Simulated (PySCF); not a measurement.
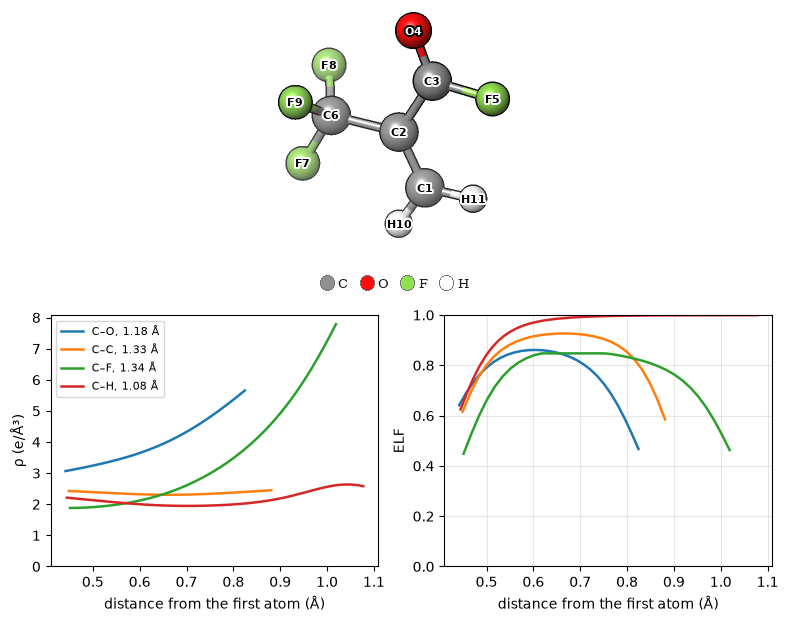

Figure 1: C4H2F4O (SMILES C=C(C(=O)F)C(F)(F)F). Total electron density and electron localisation function along straight lines between neighbouring atoms. The curves leave out the atomic cores. The structure is drawn too.

Geometry: GFN2-xTB.

Method: wB97X-D/def2-SVPD, SCF density, gas phase in PySCF.

```xyz
11

C    -1.0168   -1.0469   -0.3298
C    -0.1928   -0.0336   -0.0797
C    -0.5259    1.3845   -0.3368
O     0.1314    2.3448   -0.1559
F    -1.7781    1.5013   -0.8506
C     1.1888   -0.2452    0.5047
F     1.4512   -1.5435    0.7039
F     1.3275    0.3604    1.6884
F     2.1494    0.2219   -0.2982
H    -0.7334   -2.0668   -0.1274
H    -1.9960   -0.8741   -0.7446
```

### Compare the contacts.

C–O (1.18 Å): ρ is about 3.6 e/Å³ halfway; the ELF peaks at about 0.85 between the atoms; a short, multiple covalent bond.
C–C (1.33 Å): ρ is about 2.3 e/Å³ halfway; the ELF peaks at about 0.95 between the atoms (a short, multiple covalent bond).
C–F (1.34 Å): ρ at the midpoint is about 2.4 e/Å³; the ELF peaks at about 0.85 between the atoms (a shared but strongly polarised pair).
C–H (1.08 Å): the density is about 2.1 e/Å³ at the midpoint; the ELF climbs to about 1 towards the hydrogen, as it does in any bond to H; an ordinary covalent bond to hydrogen.
